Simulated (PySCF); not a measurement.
**[BH4]− (borohydride) at CCSD(T)/STO-3G**

Aim: the energy change on altering one bond length of [BH4]− (borohydride) at CCSD(T)/STO-3G, from 2 runs. The job is set up through a Python script.

Program for the calculation: PySCF 2.14.0.

10 further runs of the same task are left out: 1 that didn't finish, 9 set aside as unsound or not needed.

**1. Starting point**

[BH4]−: 5 atoms, total charge -1, spin state singlet. As SMILES, `[BH4-]`. The coordinates come from a GFN2-xTB relaxation.

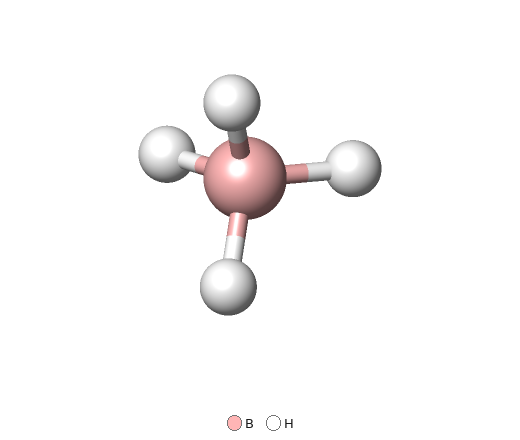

The structure, seen from a chosen angle (boron pink, hydrogen white).

**2. A single-point energy at CCSD(T)/STO-3G**

The input, calc.py:

```python
from pyscf import gto, scf, cc

mol = gto.M(
    atom=[
    ('B', (0.000100, 0.000170, -0.000110)),
    ('H', (0.683660, 0.997010, 0.217690)),
    ('H', (0.726340, -0.988490, -0.067070)),
    ('H', (-0.600410, 0.139700, -1.063360)),
    ('H', (-0.809690, -0.148380, 0.912850)),
],
    basis='sto-3g',
    charge=-1,
    max_memory=1860,
    verbose=4,
)

myscf = scf.RHF(mol)
myscf.conv_tol = 1e-10
myscf.kernel()
if not myscf.converged:
    myscf = myscf.newton().run(myscf.mo_coeff, myscf.mo_occ)

mycc = cc.CCSD(myscf, frozen=1)
mycc.kernel()
e_t = mycc.ccsd_t()
energy = mycc.e_tot + e_t
print('E(%s) = %.9f' % ('CCSD(T)', energy))
```

Command:

```console
OMP_NUM_THREADS=1 python calc.py
```

What it wrote:

```text
PySCF version 2.14.0

[INPUT] num. atoms = 5
[INPUT] num. electrons = 10
[INPUT] charge = -1
[INPUT] spin (= nelec alpha-beta = 2S) = 0
[INPUT] symmetry False subgroup None
[INPUT] Mole.unit = angstrom
[INPUT] Symbol           X                Y                Z      unit          X                Y                Z       unit  Magmom
[INPUT]  1 B      0.000100000000   0.000170000000  -0.000110000000 AA    0.000188972612   0.000321253441  -0.000207869874 Bohr   0.0
[INPUT]  2 H      0.683660000000   0.997010000000   0.217690000000 AA    1.291930162320   1.884075843453   0.411374480057 Bohr   0.0
[INPUT]  3 H      0.726340000000  -0.988490000000  -0.067070000000 AA    1.372583673317  -1.867975376871  -0.126743931175 Bohr   0.0
[INPUT]  4 H     -0.600410000000   0.139700000000  -1.063360000000 AA   -1.134610462450   0.263994739602  -2.009459171818 Bohr   0.0
[INPUT]  5 H     -0.809690000000  -0.148380000000   0.912850000000 AA   -1.530092345799  -0.280397562363   1.725036492809 Bohr   0.0

nuclear repulsion = 10.1953363612639
number of shells = 7
number of NR pGTOs = 27
number of NR cGTOs = 9
basis = sto-3g
ecp = {}

******** <class 'pyscf.scf.hf.RHF'> ********
method = RHF
initial guess = minao
damping factor = 0
level_shift factor = 0
DIIS = <class 'pyscf.scf.diis.CDIIS'>
diis_start_cycle = 1
diis_space = 8
diis_damp = 0
SCF conv_tol = 1e-10
SCF conv_tol_grad = None
SCF max_cycles = 50
direct_scf = True
direct_scf_tol = 1e-13
Set gradient conv threshold to 1e-05
Initial guess from minao.
init E= -26.2698073804599
  HOMO = -0.307287940136614  LUMO = 0.60918656342687  gap/eV = 24.93854
cycle= 1 E= -26.5319749623048  delta_E= -0.262  |g|= 0.204  |ddm|= 1.99
  HOMO = -0.0628198068717367  LUMO = 1.07581078699511  gap/eV = 30.98372
cycle= 2 E= -26.5469577865439  delta_E= -0.015  |g|= 0.0338  |ddm|= 0.313
  HOMO = -0.0825999919109769  LUMO = 1.0477059332834  gap/eV = 30.75719
cycle= 3 E= -26.5474916086635  delta_E= -0.000534  |g|= 0.00732  |ddm|= 0.056
  HOMO = -0.0805615680588061  LUMO = 1.0511259794028  gap/eV = 30.79479
cycle= 4 E= -26.5475143474903  delta_E= -2.27e-05  |g|= 0.000144  |ddm|= 0.0138
  HOMO = -0.0805043100153328  LUMO = 1.05118057221064  gap/eV = 30.79471
cycle= 5 E= -26.5475143503676  delta_E= -2.88e-09  |g|= 1.23e-06  |ddm|= 0.000141
  HOMO = -0.080505361805638  LUMO = 1.0511809930329  gap/eV = 30.79475
cycle= 6 E= -26.5475143503682  delta_E= -6.68e-13  |g|= 1.18e-07  |ddm|= 2.27e-06
  HOMO = -0.0805052718130779  LUMO = 1.05118097122949  gap/eV = 30.79475
Extra cycle  E= -26.5475143503682  delta_E= 2.13e-14  |g|= 2.38e-08  |ddm|= 1.98e-07
converged SCF energy = -26.5475143503682

******** <class 'pyscf.cc.ccsd.CCSD'> ********
CC2 = 0
CCSD nocc = 4, nmo = 8
frozen orbitals 1
max_cycle = 50
direct = 0
conv_tol = 1e-07
conv_tol_normt = 1e-05
diis_space = 6
diis_start_cycle = 0
diis_start_energy_diff = 1e+09
Init t2, MP2 energy = -26.5944884073036  E_corr(MP2) -0.0469740569354175
Init E_corr(CCSD) = -0.0469740569354176
cycle = 1  E_corr(CCSD) = -0.0606913779542637  dE = -0.013717321  norm(t1,t2) = 0.0365331
cycle = 2  E_corr(CCSD) = -0.0652975073787545  dE = -0.00460612942  norm(t1,t2) = 0.0133086
cycle = 3  E_corr(CCSD) = -0.0679690941780476  dE = -0.0026715868  norm(t1,t2) = 0.0051622
cycle = 4  E_corr(CCSD) = -0.0680063120778944  dE = -3.72178998e-05  norm(t1,t2) = 0.000593207
cycle = 5  E_corr(CCSD) = -0.0680059018720345  dE = 4.1020586e-07  norm(t1,t2) = 3.77247e-05
cycle = 6  E_corr(CCSD) = -0.0680049984393633  dE = 9.03432671e-07  norm(t1,t2) = 4.2788e-06
cycle = 7  E_corr(CCSD) = -0.068005114264699  dE = -1.15825336e-07  norm(t1,t2) = 5.25804e-07
cycle = 8  E_corr(CCSD) = -0.0680051025717852  dE = 1.16929139e-08  norm(t1,t2) = 5.67163e-08
CCSD converged
E(CCSD) = -26.61551945293999  E_corr = -0.06800510257178519
CCSD(T) correction = -0.000205554883081359
E(CCSD(T)) = -26.615725008
```

Run time: 0.68 s. Hardware: 1 thread of Arm Neoverse V1, shared host; peak memory 0.1 GiB.

**3. The distorted shape, same level**

The input, run.py:

```python
from pyscf import gto, scf, cc

system = gto.M(
    atom='''
B     -1.033213    -1.506696    -0.329478
H      1.291930     1.884076     0.411374
H      0.339181    -3.374992    -0.456014
H     -2.168013    -1.243022    -2.338729
H     -2.563495    -1.787414     1.395767
''',
    verbose=4,
    charge=-1,
    basis='sto-3g',
    max_memory=1860,
    unit='bohr',
)

mf = scf.RHF(system)
mf.conv_tol = 1e-10
mf.kernel()
if not mf.converged:
    mf = mf.newton().run(mf.mo_coeff, mf.mo_occ)

mycc = cc.CCSD(mf, frozen=1)
mycc.kernel()
e_t = mycc.ccsd_t()
etot = mycc.e_tot + e_t
print('Final energy', etot)
```

Command:

```console
OMP_NUM_THREADS=1 python run.py
```

What it wrote:

```text
PySCF version 2.14.0

[INPUT] num. atoms = 5
[INPUT] num. electrons = 10
[INPUT] charge = -1
[INPUT] spin (= nelec alpha-beta = 2S) = 0
[INPUT] symmetry False subgroup None
[INPUT] Mole.unit = bohr
[INPUT] Symbol           X                Y                Z      unit          X                Y                Z       unit  Magmom
[INPUT]  1 B     -0.546752773626  -0.797309186984  -0.174352249099 AA   -1.033213000000  -1.506696000000  -0.329478000000 Bohr   0.0
[INPUT]  2 H      0.683659914104   0.997010082841   0.217689745965 AA    1.291930000000   1.884076000000   0.411374000000 Bohr   0.0
[INPUT]  3 H      0.179486855577  -1.785968853437  -0.241312216660 AA    0.339181000000  -3.374992000000  -0.456014000000 Bohr   0.0
[INPUT]  4 H     -1.147263072578  -0.657778915072  -1.237602089318 AA   -2.168013000000  -1.243022000000  -2.338729000000 Bohr   0.0
[INPUT]  5 H     -1.356543134307  -0.945858755279   0.738608088154 AA   -2.563495000000  -1.787414000000   1.395767000000 Bohr   0.0

nuclear repulsion = 9.00064443149986
number of shells = 7
number of NR pGTOs = 27
number of NR cGTOs = 9
basis = sto-3g
ecp = {}

******** <class 'pyscf.scf.hf.RHF'> ********
method = RHF
initial guess = minao
damping factor = 0
level_shift factor = 0
DIIS = <class 'pyscf.scf.diis.CDIIS'>
diis_start_cycle = 1
diis_space = 8
diis_damp = 0
SCF conv_tol = 1e-10
SCF conv_tol_grad = None
SCF max_cycles = 50
direct_scf = True
direct_scf_tol = 1e-13
Set gradient conv threshold to 1e-05
[... 1 set-up line as earlier in the session ...]
init E= -25.9814281952923
  HOMO = -0.151231115089374  LUMO = 0.152656592387805  gap/eV = 8.26921
cycle= 1 E= -26.343343831808  delta_E= -0.362  |g|= 0.165  |ddm|= 2.04
  HOMO = 0.0962252411732708  LUMO = 0.575526715638417  gap/eV = 13.04246
cycle= 2 E= -26.3599247231098  delta_E= -0.0166  |g|= 0.0456  |ddm|= 0.301
  HOMO = 0.0660167768205951  LUMO = 0.574982060740478  gap/eV = 13.84965
cycle= 3 E= -26.3611007651841  delta_E= -0.00118  |g|= 0.00802  |ddm|= 0.0942
  HOMO = 0.0688483346439503  LUMO = 0.571790735931719  gap/eV = 13.68576
cycle= 4 E= -26.3611275309801  delta_E= -2.68e-05  |g|= 0.00113  |ddm|= 0.0117
  HOMO = 0.0700957877714991  LUMO = 0.57233719930533  gap/eV = 13.66668
cycle= 5 E= -26.3611284221754  delta_E= -8.91e-07  |g|= 5.4e-05  |ddm|= 0.00252
  HOMO = 0.0700261712521045  LUMO = 0.572363704848414  gap/eV = 13.66930
cycle= 6 E= -26.361128423634  delta_E= -1.46e-09  |g|= 5.17e-06  |ddm|= 9.44e-05
  HOMO = 0.0700299290842522  LUMO = 0.572358780232683  gap/eV = 13.66906
cycle= 7 E= -26.3611284236515  delta_E= -1.75e-11  |g|= 3.82e-07  |ddm|= 1.33e-05
  HOMO = 0.0700297360684612  LUMO = 0.572358732062659  gap/eV = 13.66907
Extra cycle  E= -26.3611284236516  delta_E= -8.53e-14  |g|= 1e-07  |ddm|= 6.61e-07
converged SCF energy = -26.3611284236516

******** <class 'pyscf.cc.ccsd.CCSD'> ********
CC2 = 0
CCSD nocc = 4, nmo = 8
frozen orbitals 1
max_cycle = 50
direct = 0
conv_tol = 1e-07
conv_tol_normt = 1e-05
diis_space = 6
diis_start_cycle = 0
diis_start_energy_diff = 1e+09
Init t2, MP2 energy = -26.4296267982029  E_corr(MP2) -0.0684983745512448
Init E_corr(CCSD) = -0.0684983745512503
cycle = 1  E_corr(CCSD) = -0.0858475328628131  dE = -0.0173491583  norm(t1,t2) = 0.0849989
cycle = 2  E_corr(CCSD) = -0.0953476838036963  dE = -0.00950015094  norm(t1,t2) = 0.0474948
cycle = 3  E_corr(CCSD) = -0.104649879600228  dE = -0.0093021958  norm(t1,t2) = 0.0272155
cycle = 4  E_corr(CCSD) = -0.104956233368135  dE = -0.000306353768  norm(t1,t2) = 0.00381694
cycle = 5  E_corr(CCSD) = -0.104640181366592  dE = 0.000316052002  norm(t1,t2) = 0.00115147
cycle = 6  E_corr(CCSD) = -0.104680710405317  dE = -4.05290387e-05  norm(t1,t2) = 0.000268588
cycle = 7  E_corr(CCSD) = -0.104671283432502  dE = 9.42697282e-06  norm(t1,t2) = 0.000106863
cycle = 8  E_corr(CCSD) = -0.104673640653884  dE = -2.35722138e-06  norm(t1,t2) = 1.29569e-05
cycle = 9  E_corr(CCSD) = -0.10467411150686  dE = -4.70852976e-07  norm(t1,t2) = 3.02187e-06
cycle = 10  E_corr(CCSD) = -0.104674295548837  dE = -1.84041977e-07  norm(t1,t2) = 8.96054e-07
cycle = 11  E_corr(CCSD) = -0.104674257155246  dE = 3.83935903e-08  norm(t1,t2) = 2.24616e-07
CCSD converged
E(CCSD) = -26.46580268080687  E_corr = -0.1046742571552464
CCSD(T) correction = -0.00170095359620229
Final energy -26.467503634403077
```

Wall time 0.72 s (1 thread of Arm Neoverse V1, shared host); peak memory 0.1 GiB.

**4. Summary of results**

At CCSD(T)/STO-3G, 1 core orbital frozen:

| quantity | value |
| --- | --- |
| first shape: total energy | -26.61573 Eh |
| first shape: HOMO energy (Hartree–Fock orbitals) | -2.19 eV |
| first shape: LUMO energy (Hartree–Fock orbitals) | 28.60 eV |
| first shape: HOMO–LUMO gap (to an unbound level, set by the basis) | 30.79 eV |
| first shape: correlation energy (1 core orbital frozen) | -68.2 mEh |
| first shape: (T) correction | -0.21 mEh |
| first shape: T1 diagnostic | 0.005 |
| distorted shape: total energy | -26.46750 Eh |
| distorted shape: HOMO energy (Hartree–Fock orbitals) | 1.91 eV |
| distorted shape: LUMO energy (Hartree–Fock orbitals) | 15.57 eV |
| distorted shape: HOMO–LUMO gap (to an unbound level, set by the basis) | 13.67 eV |
| distorted shape: correlation energy (1 core orbital frozen) | -106.4 mEh |
| distorted shape: (T) correction | -1.70 mEh |
| distorted shape: T1 diagnostic | 0.043 |
| energy change with the B1–H2 bond stretched from 1.228 to 2.211 Å | 4.033 eV |

What this shows: With the B1–H2 bond stretched from 1.228 to 2.211 Å the energy rises by 4.03 eV (93 kcal/mol). The first shape isn't relaxed at this level, so the change isn't measured from a minimum. The minimal basis adds a large error of its own. Mulliken charges (first shape) of the mean-field density run from -0.23 on H5 to -0.10 on B1. The triples (first shape) make up 0.3 % of the correlation energy. The T1 diagnostic (distorted shape) of 0.043 is above the customary mark for such species, so a single reference may not serve. The triples (distorted shape) make up 1.6 % of the correlation energy. The HOMO (distorted shape) lies at positive energy, 1.91 eV: the electron is unbound at this level or held by a compact basis; values depend on the basis.
